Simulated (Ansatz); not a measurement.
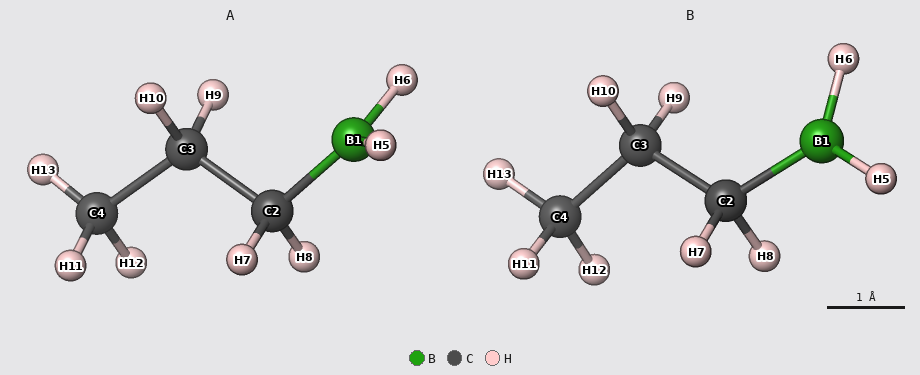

Two geometries of C$_{3}$H$_{9}$B (coarse preliminary run), drawn at one scale. One is the start of a relaxation, the other its converged end. A ball-and-stick model, seen at a tilt.

The calculation used RKS PBE-D4/def2-SVP in Ansatz. Set-up: force threshold 0.03 eV/Å; at most 200 steps.

Question: Which geometry has the lower energy?

Answer: Structure B is the relaxed one. The start comes from a force field. Over 10 geometry steps the energy falls by 0.553 eV. Largest force component: 5.5 eV/Å at the start, 0.022 eV/Å at the end. H5 moves most after the best rigid fit: 0.77 Å. By element the largest moves are H 0.77 Å, C 0.22 Å, B 0.11 Å. Among the contacts that change: C4–H13 1.008 → 1.109 Å, C2–H8 1.065 → 1.129 Å, C3–H9 1.161 → 1.112 Å, C4–H11 1.073 → 1.111 Å. Bond angles that change, for instance: B1–C2–H8 110.0° → 98.1°, B1–C2–C3 109.6° → 120.0°, H7–C2–H8 110.5° → 102.2°. Groups turn about B1–C2 by about 40°.
